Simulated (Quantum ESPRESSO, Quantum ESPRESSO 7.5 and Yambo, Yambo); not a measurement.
## BaTiO3 (P4mm): the gap under hydrostatic strain

Aim: the gap of BaTiO3 (P4mm) under hydrostatic strain, by PBE and G0W0.

Program: Quantum ESPRESSO 7.5 and Yambo 5.3.0. Level of theory: PBE and many-body steps on it, plane waves. Results are calculated unless marked as measured.

## (1) Set-up

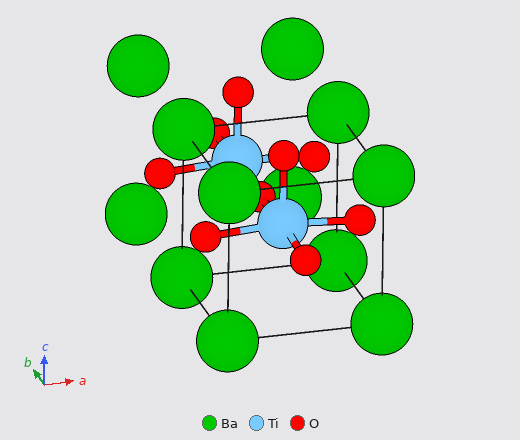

The starting structure, seen slightly off an axis (barium green, titanium blue, oxygen red). 1×2×1 cells are drawn. Some periodic images of atoms are drawn too.

The cell and positions come from the Crystallography Open Database and are kept as given unless a step says otherwise. Spin-orbit coupling is left out unless a step names it.

## (2) Ground state

This step: Quantum ESPRESSO 7.5; DFT, PBE, plane waves, norm-conserving pseudopotentials.

The ground-state density comes first.

pw.in

```
&control
  calculation = 'scf'
  prefix = 'x'
  outdir = 'o'
  pseudo_dir = 'pseudo'
/
&system
  ibrav = 0
  nat = 5
  ntyp = 3
  ecutwfc = 76.0
  nbnd = 26
  force_symmorphic = .true.
/
&electrons
  conv_thr = 1e-10
  electron_maxstep = 80
  mixing_beta = 0.5
/
ATOMIC_SPECIES
  Ba 137.33 Ba.upf
  Ti 47.867 Ti.upf
  O 15.999 O.upf
CELL_PARAMETERS angstrom
  3.9904800000 0.0000000000 0.0000000000
  0.0000000000 3.9904800000 0.0000000000
  0.0000000000 0.0000000000 4.0230300000
ATOMIC_POSITIONS crystal
  Ba 0.0000000000 0.0000000000 0.0000000000
  Ti 0.5000000000 0.5000000000 0.5220000000
  O 0.5000000000 0.5000000000 0.9790000000
  O 0.5000000000 0.0000000000 0.4880000000
  O 0.0000000000 0.5000000000 0.4880000000
K_POINTS automatic
  6 6 6 0 0 0
```

Launch:

```console
$ OMP_NUM_THREADS=1 mpirun -n 4 pw.x -nk 4 -in pw.in > pw.out
```

Output:

```text
Program PWSCF v.7.5 starts

     This program is part of the open-source Quantum ESPRESSO suite
     for quantum simulation of materials; please cite
         "P. Giannozzi et al., J. Phys.:Condens. Matter 21 395502 (2009);
         "P. Giannozzi et al., J. Phys.:Condens. Matter 29 465901 (2017);
         "P. Giannozzi et al., J. Chem. Phys. 152 154105 (2020);
     in publications or presentations arising from this work. More details at
     Message from routine setup:
[...]
The total energy is the sum of the following terms:
     one-electron contribution =     -71.55855308 Ry
     hartree contribution      =      59.90755852 Ry
     xc contribution           =     -56.13573830 Ry
     ewald contribution        =    -206.98516095 Ry

     convergence has been achieved in  14 iterations

     XML data file, charge density, pseudopotentials, collected wavefunctions

=------------------------------------------------------------------------------=
   JOB DONE.
=------------------------------------------------------------------------------=
[key lines of the parts left out:]
!    total energy              =    -274.77189381 Ry
```

It took 52 s on 4 MPI ranks of Arm Neoverse N1, shared host; peak memory 0.37 GiB.

This step gave:

```
total energy               : -3738.4621 eV
gap                        : 1.851 eV
k of the valence top       : -0.5, -0.5, -0.5
k of the conduction bottom : 0, 0, 0
least direct gap           : 2.222 eV
```

The gap is indirect, with the least direct gap 0.37 eV higher.

## (3) Empty states on the mesh, 4×4×4 mesh, 165 bands

The sums over transitions need many empty states on a uniform mesh; this step solves for them.

Edit pw.in of step 2 so:

```diff
@@ -1,3 +1,3 @@
 &control
-  calculation = 'scf'
+  calculation = 'nscf'
   prefix = 'x'
@@ -11,3 +11,3 @@
   ecutwfc = 76.0
-  nbnd = 26
+  nbnd = 165
   force_symmorphic = .true.
@@ -15,5 +15,6 @@
 &electrons
-  conv_thr = 1e-10
+  conv_thr = 1e-9
   electron_maxstep = 80
-  mixing_beta = 0.5
+  diago_full_acc = .true.
+  diago_thr_init = 5e-6
 /
@@ -34,2 +35,2 @@
 K_POINTS automatic
-  6 6 6 0 0 0
+  4 4 4 0 0 0
```

Output:

```text
[banner, memory and clock lines left out]
Program PWSCF v.7.5 starts

     Atomic positions and unit cell read from directory:
     o/x.save/

     Message from routine setup:
     using ibrav=0 with symmetry is DISCOURAGED, use correct ibrav instead

     G-vector sticks info

     bravais-lattice index     =            0
     lattice parameter (alat)  =       7.5409  a.u.
     unit-cell volume          =     432.3148 (a.u.)^3
     number of atoms/cell      =            5
     number of atomic types    =            3
     number of electrons       =        40.00
[...]
[... 9 further rows ...]
[...]
97.3372  97.7745  97.7745  97.8927  98.8195

          k = 0.0000 0.0000-0.4960 (  4846 PWs)   bands (ev):

[...]
52.2417  52.2417  54.2265  54.5769  54.5769  55.3029  55.3029  56.0633
     [... 9 further rows ...]
    94.9871  95.0780  95.9842  95.9842  96.0107  96.1831  97.6462  97.6462
    98.0726  99.0642  99.7555  99.7555  99.8919

          k = 0.0000 0.2500 0.0000 (  4821 PWs)   bands (ev):

     [... further k-points ...]

     highest occupied, lowest unoccupied level (ev):    10.4956   12.3468

     XML data file, pseudopotentials, collected wavefunctions
```

The job ended after 61 s (4 MPI ranks; peak memory 0.49 GiB; 4.1 min of CPU time).

This step gave:

- gap: 1.851 eV
- k of the valence top: -0.5, -0.5, -0.5
- k of the conduction bottom: 0, 0, 0
- least direct gap: 2.222 eV
- k points computed: 18
- lowest point of the top converged band, above the valence top: 87.4409 eV

On this mesh the gap is 1.851 eV.

## (4) Conversion and set-up

This step: Yambo 5.3.0; conversion and set-up on PBE, plane waves, norm-conserving pseudopotentials.

The states are converted to the many-body program's format and the q mesh is built.

Launch:

```console
$ (cd o/x.save; p2y > p2y.log; mv SAVE ../..); yambo > setup.log
```

Output:

```text
 Yambo, version 5.3.0

 [02] CORE Variables Setup
 =========================

  [02.01] Unit cells
  ==================

  Cell kind             :  Unknown
  Atoms in the cell     :  Ba  Ti  O
  number of Ba atoms    :  1
  number of Ti atoms    :  1
  number of O  atoms    :  3

  List of atomic masses
  Mass of Ba    :  137.3300
  Mass of Ti    :  47.86700
  Mass of O     :  15.99900

  List of atomic coordinates    : [cc]
  Ba1       :  0.000000  0.000000  0.000000  order 1
  Ti1       :  3.770457  3.770457  3.968466  order 2
[...]
K/Q-points units:
 rlu = crystal or reduced units; cc = cartesian coordinates; iku = interal k-units

 Q [ 1]         [rlu]:  0.000000  0.000000  0.000000
 Q [ 2]         [rlu]:  0.000000  0.000000  0.250000
 Q [ 3]         [rlu]:  0.000000  0.000000 -0.500000
[...]
Q [ 8]         [rlu]:  0.000000 -0.500000  0.250000
 Q [ 9]         [rlu]:  0.000000 -0.500000 -0.500000
 Q [10]         [rlu]:  0.250000  0.250000  0.000000
     [... 6 further rows ...]
 Q [17]         [rlu]: -0.500000 -0.500000  0.250000
 Q [18]         [rlu]: -0.500000 -0.500000 -0.500000

  [03.01] X indexes
  =================

   [03.01.01] Sigma indexes
   ========================

 [06] Game Over & Game summary
```

Elapsed: 4.4 s, on 1 MPI rank; peak memory 0.25 GiB.

## (5) G0W0, strain +0 %

G0W0 replaces the xc potential by the self-energy, built once from these orbitals. Only a window of levels is corrected, while the sums run over the empty bands that the input names.

This step: G0W0 on PBE, plane waves, norm-conserving pseudopotentials.

gw1.in

```
HF_and_locXC
gw0
dyson
ppa
em1d
rim_cut
RandQpts= 1000000
RandGvec= 1 RL
EXXRLvcs= 76 Ry
VXCRLvcs= 304 Ry
Chimod= "HARTREE"
% BndsRnXp
 1 | 165 |
%
NGsBlkXp= 13 Ry
% LongDrXp
 1 | 1 | 1 |
%
% GbndRnge
 1 | 165 |
%
DysSolver= "n"
ExtendOut
PPAPntXp= 27.21138 eV
% QPkrange
 18 | 18 | 19 | 22 |
 1 | 1 | 19 | 22 |
%
```

Launch:

```console
$ OMP_NUM_THREADS=1 mpirun -n 4 yambo -F gw1.in -J gw1 -C gw1 > gw1.log
```

Output:

```text
 Yambo, version 5.3.0

 [02] CORE Variables Setup
 =========================

  [... cell, symmetries and grids as in the set-up ...]

  [02.05] Energies & Occupations
  ==============================

  [X] === General ===
  [X] Electronic Temperature                        :  0.000000  0.000000 [eV K]
  [X] Bosonic    Temperature                        :  0.000000  0.000000 [eV K]
  [X] Finite Temperature mode                       : no
  [X] El. density                                   :  0.62439E+24 [cm-3]
  [X] Fermi Level                                   :  10.49564 [eV]

  [X] === Gaps and Widths ===
  [X] Conduction Band Min                           :  1.851171 [eV]
  [X] Valence Band Max                              :  0.000000 [eV]
  [X] Filled Bands                                  :  20
  [X] Empty Bands                                   :   21  165
  [X] Direct Gap                                    :  2.221732 [eV]
  [X] Direct Gap localized at k                     :  1
  [X] Indirect Gap                                  :  1.851171 [eV]
  [X] Indirect Gap between kpts                     :  18   1
  [X] Last valence band width                       :  0.967689 [eV]
  [X] 1st conduction band width                     :  2.396446 [eV]

 [03] Transferred momenta grid and indexing
 ==========================================

 IBZ Q-points                                      :  18
 BZ  Q-points                                      :   64

 K/Q-points units:
 rlu = crystal or reduced units; cc = cartesian coordinates; iku = interal k-units

 Q [ 1]         [rlu]:  0.000000  0.000000  0.000000
 Q [ 2]         [rlu]:  0.000000  0.000000  0.250000
 Q [ 3]         [rlu]:  0.000000  0.000000 -0.500000
[...]
Q [ 8]         [rlu]:  0.000000 -0.500000  0.250000
 Q [ 9]         [rlu]:  0.000000 -0.500000 -0.500000
 Q [10]         [rlu]:  0.250000  0.250000  0.000000
     [... 6 further rows ...]
 Q [17]         [rlu]: -0.500000 -0.500000  0.250000
 Q [18]         [rlu]: -0.500000 -0.500000 -0.500000

 [04] Coloumb potential Random Integration (RIM)
 ===============================================

  [04.01] RIM initialization
  ==========================

  * Diagonal components only detected *

  8 x (sBL volume)        :  0.071722 [a.u.]
  sBZ random points       :  1000000
  Points outside the sBZ  :   7992674
  RL volume               :  0.573772 [a.u.]
  Integrated volume       :  0.574298 [a.u.]

  [04.02] RIM integrals
  =====================

  Gamma point sphere radius             :  0.075365 [a.u.]
  Points outside the sphere             :   799811
  [Int_sBZ(q=0) 1/q^2]*(Vol_sBZ)^(-1/3) =:  7.678270
                                 should be <:  7.795600

  Summary of Coulomb integrals for non-metallic bands |Q|[au] RIM/Bare

  Q [1] 0.100000E-4 0.984949 * Q [2] 0.206618 1.046119
  Q [4] 0.208303 1.052505 * Q [5] 0.293396 1.049018
[...]
QP @ state[ 2 ] b range:  19  22

 [xc] Functional : Perdew, Burke & Ernzerhof(X)+Perdew, Burke & Ernzerhof(C)
 [xc] LIBXC used to calculate xc functional
  PP Number of Atomic Species                      :  3
  NLCC RL compoments                               :   38715
  PP Number of Atomic Species                      :  3
  NLCC RL compoments                               :   38715

 [xc] E_xc :  -21.67922 [Ha]
      E_xc :  -43.35844 [Ry]

  Local XC kind (lXC) : Perdew, Burke & Ernzerhof(X)+Perdew, Burke & Ernzerhof(C)
  Non-Local XC kind (nlXC) : Hartree-Fock

  Corrections @ K [1] :  [eV]
 <19|nlXC|19> = -24.43197 -0.58117E-17 <19|lXC|19> = -20.00498  0.37763E-15
 <20|nlXC|20> = -24.43199  0.63718E-17 <20|lXC|20> = -20.00498 -0.18882E-15
 <21|nlXC|21> = -11.39897  0.28121E-17 <21|lXC|21> = -18.77475 -0.37763E-15
[...]
Corrections @ K [18] :  [eV]
[...]
<21|nlXC|21> = -13.09652  0.97844E-18 <21|lXC|21> = -21.85265 -0.37763E-15
 <22|nlXC|22> = -13.21929  0.10137E-17 <22|lXC|22> = -21.85358 -0.18882E-15

  [07.01] Hartree-Fock occupations report
  =======================================

  [Hartree-Fock] === General ===
  [Hartree-Fock] Electronic Temperature             :  0.000000  0.000000 [eV K]
  [Hartree-Fock] Bosonic    Temperature             :  0.000000  0.000000 [eV K]
  [Hartree-Fock] Finite Temperature mode            : no
  [Hartree-Fock] El. density                        :  0.62439E+24 [cm-3]
  [Hartree-Fock] Fermi Level                        :  10.49564 [eV]

  [Hartree-Fock] === Gaps and Widths ===
  [Hartree-Fock] Conduction Band Min                :  1.925171 [eV]
  [Hartree-Fock] Valence Band Max                   : -0.036277 [eV]
  [Hartree-Fock] Filled Bands                       :  20
  [Hartree-Fock] Empty Bands                        :   21  165
  [Hartree-Fock] Direct Gap                         :  2.473257 [eV]
  [Hartree-Fock] Direct Gap localized at k          :  2
  [Hartree-Fock] Indirect Gap                       :  1.961449 [eV]
  [Hartree-Fock] Indirect Gap between kpts          :  17   2
  [Hartree-Fock] Last valence band width            :  4.918409 [eV]
  [Hartree-Fock] 1st conduction band width          :  11.07858 [eV]

 [08] Dyson equation: Newton solver
 ==================================

  [08.01] G0W0 (W PPA)
  ====================

  [  GW  ] Bands range     :    1  165
  [GW/PPA] G damping       :  0.100000 [eV]

  QP @ state[ 1 ] K range:  1  1
  QP @ state[ 1 ] b range:  19  22
  QP @ state[ 2 ] K range:  18  18
  QP @ state[ 2 ] b range:  19  22

   Sc/G bands                                       :    1  165
   Sc/G damping                                     :  0.100000 ev
   Sc bands terminator                              : no
   Sx RL components                                 :   4897

   QP @ state[ 1 ] K range                          :  1  1
   QP @ state[ 1 ] b range                          :  19  22
   QP @ state[ 2 ] K range                          :  18  18
   QP @ state[ 2 ] b range                          :  19  22
   GF energies kind                                 : Perdew, Burke & Ernzerhof(X)+Perdew, Burke & Ernzerhof(C)
   GF WF`s kind                                     : Perdew, Burke & Ernzerhof(X)+Perdew, Burke & Ernzerhof(C)
   Xs energies kind                                 : Perdew, Burke & Ernzerhof(X)+Perdew, Burke & Ernzerhof(C)
   Xs WF`s kind                                     : Perdew, Burke & Ernzerhof(X)+Perdew, Burke & Ernzerhof(C)

 [11] Game Over & Game summary
```

Elapsed: 19 min, on 4 MPI ranks; peak memory 2.4 GiB; 77 min of CPU time.

This step gave:

```
G0W0 gap on the points computed              : 3.332 eV
starting gap on the mesh                     : 1.851 eV
k of the valence top                         : -0.5, -0.5, -0.5
k of the conduction bottom                   : 0, 0, 0
least direct G0W0 gap on the computed points : 3.721 eV
Z at the valence top                         : 0.7622
Z at the conduction bottom                   : 0.7772
```

The gap on the mesh goes from 1.85 eV to 3.33 eV, a correction of +1.48 eV.

## (6) G0W0, strain -1 %

The cell differs from the one that the last finished run ended in (a 3.990 → 3.951 Å, b 3.990 → 3.951 Å, c 4.023 → 3.983 Å).

gw2.in, as its differences from gw1.in of step 5:

```diff
@@ -14,3 +14,3 @@
 %
-NGsBlkXp= 13 Ry
+NGsBlkXp= 357 RL
 % LongDrXp
```

Launch:

```console
$ OMP_NUM_THREADS=1 mpirun -n 4 yambo -F gw2.in -J gw2 -C gw2 > gw2.log
```

Output:

```text
 Yambo, version 5.3.0

 [02] CORE Variables Setup
 =========================

  [... cell, symmetries and grids as in the set-up ...]

  [02.05] Energies & Occupations
  ==============================

  [X] === General ===
  [X] Electronic Temperature                        :  0.000000  0.000000 [eV K]
  [X] Bosonic    Temperature                        :  0.000000  0.000000 [eV K]
  [X] Finite Temperature mode                       : no
  [X] El. density                                   :  0.64350E+24 [cm-3]
[...]
QP @ state[ 1 ] b range                          :  19  22
   QP @ state[ 2 ] K range                          :  18  18
   QP @ state[ 2 ] b range                          :  19  22
   GF energies kind                                 : Perdew, Burke & Ernzerhof(X)+Perdew, Burke & Ernzerhof(C)
   GF WF`s kind                                     : Perdew, Burke & Ernzerhof(X)+Perdew, Burke & Ernzerhof(C)
   Xs energies kind                                 : Perdew, Burke & Ernzerhof(X)+Perdew, Burke & Ernzerhof(C)
   Xs WF`s kind                                     : Perdew, Burke & Ernzerhof(X)+Perdew, Burke & Ernzerhof(C)

 [11] Game Over & Game summary
```

Run time: 19 min. Hardware: 4 MPI ranks; peak memory 2.4 GiB.

This step gave:

| Item | Value |
| --- | --- |
| G0W0 gap on the points computed | 3.424 eV |
| starting gap on the mesh | 1.915 eV |
| k of the valence top | -0.5, -0.5, -0.5 |
| k of the conduction bottom | 0, 0, 0 |
| least direct G0W0 gap on the computed points | 3.790 eV |

The gap on the mesh goes from 1.91 eV to 3.42 eV, a correction of +1.51 eV.

Ground state, empty states and screening of this cell were made anew, as for the first cell; those steps are not shown. 

(Continued in part 2 of 2.)

[Paths, hosts, dates, memory and timing lines, banners, echoed tables and standing remarks are left out of the program output.]

[Logs are printed without paths, hosts, clocks, repeated set-up lines and the standing remarks that a program may print on its own settings, such as how far it seeks lower states.]

[Runs of the session that timed out or met a known fault of the program may be left out.]

[Hosts, paths, dates, database ids (printed as entryN), source tags and the programs' standing remarks are cut or masked in the printed files.]
